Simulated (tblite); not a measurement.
# C5H8NO: the cost of one run

Programs: tblite 0.8.0 and PySCF 2.14.0, with density-fitted response routines of our own. Each step states its level of theory. These are calculated values for one molecule in the gas phase, unless marked as measured. Atoms count from 0, in the outputs and in this text.

**1. Starting geometry**

15 atoms, charge 0, multiplicity 2; geometry from: force field or distance geometry start.

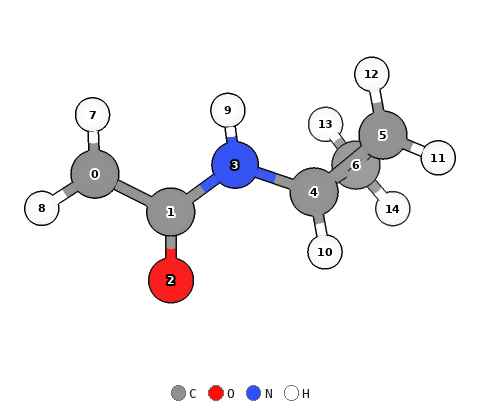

As it starts; carbon grey, oxygen red, nitrogen blue, hydrogen white, atoms numbered.

**2. Geometry optimisation with GFN2-xTB**

What the job is given:

```
{"job": {"kind": "relax", "xc": "GFN2-xTB", "basis": "xTB"}, "charge": 0, "multiplicity": 2}
C      2.877000    -0.089000     0.111200
C      1.581300     0.273300     0.710900
O      1.551000     1.029100     1.677400
N      0.512000    -0.328500     0.109400
C     -0.829100    -0.116500     0.565400
C     -1.998500    -0.653100    -0.229300
C     -1.729400     0.827300    -0.197200
H      2.939700    -0.749300    -0.727100
H      3.761400     0.352500     0.544100
H      0.659700    -0.963800    -0.656600
H     -0.930600    -0.125500     1.640600
H     -2.848600    -1.030700     0.331700
H     -1.810400    -1.176200    -1.144900
H     -1.342400     1.297800    -1.091500
H     -2.397500     1.460500     0.391600
```

Launch:

```console
> OMP_NUM_THREADS=1 python probes_run.py task.json out
```

This one command runs all jobs of the session in turn.

**Question.** How long does this first job take on 1 thread of AMD EPYC, shared host, and how much memory does it need?

About 1.3 s, with a peak of 0.18 GiB.
